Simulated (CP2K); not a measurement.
5-fluoropyrimidine has these distinct C atoms: C2 (bonded to 2 C and F), C3 (bonded to C, N and H) and C5 (bonded to 2 N and H).

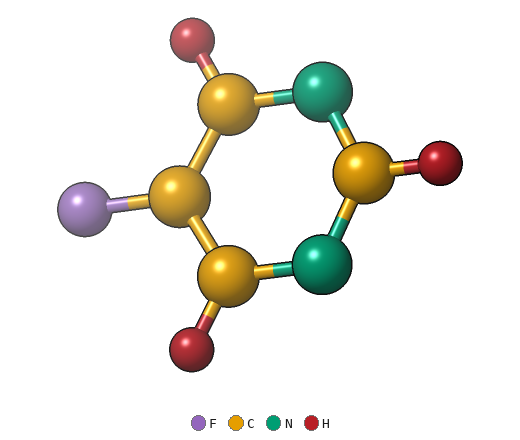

The molecule (fluorine purple, carbon orange, nitrogen teal, hydrogen red).

```xyz
10

F    -2.4316    0.0977    0.2626
C    -1.0803    0.0410    0.1133
C    -0.3362    1.2140    0.0395
N     0.9986    1.1681   -0.0999
C     1.5443   -0.0598   -0.1602
N     0.9066   -1.2421   -0.1010
C    -0.4288   -1.1858    0.0372
H    -0.8185    2.1929    0.0916
H     2.6298   -0.1006   -0.2698
H    -0.9839   -2.1253    0.0868
```

Their partial C K spectra (CP2K XAS_TDP, all-electron GAPW, PBEh(45%), aug-cc-pVDZ, TDA, GW2X-corrected core level, no relativity) are given in random order, each times the number of alike atoms.

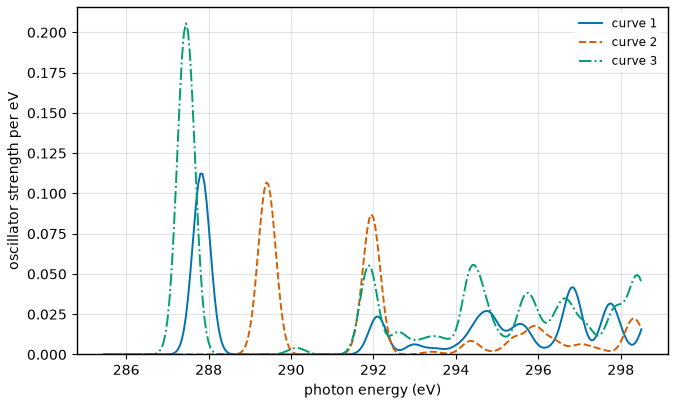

Gaussian full width 0.5 eV, oscillator strength per eV, alike atoms added, rows of zeros left out.

Q: Which curve belongs to which atom?

Curve 1: C5 (bonded to 2 N and H), leading line at 287.82 eV (f = 0.060 an atom), ionisation energy 294.03 eV, term value 6.21 eV. Curve 2: C2 (bonded to 2 C and F), leading line at 289.42 eV (f = 0.057 an atom), ionisation energy 295.00 eV, term value 5.58 eV. Curve 3: C3 (bonded to C, N and H), leading line at 287.45 eV (f = 0.055 an atom), ionisation energy 293.93 eV, term value 6.48 eV. The leading line of an atom is its first one with 35 % of the strongest within 2.5 eV of its lowest line over the strength cut. A line lies at the core ionisation energy, which rises as an atom loses charge to its neighbours or to a π system, less the term value, which is large for a low π* or σ* orbital with weight on that atom.

[Banner, clock and machine lines of the logs are left out without a mark of their own.]

[Logs are printed without paths, hosts, clocks, repeated set-up lines and the standing remarks that a program may print on its own settings, such as how far it seeks lower states.]

[Hosts, paths, dates, database ids (printed as entryN), source tags and the programs' standing remarks are cut or masked in the printed files.]
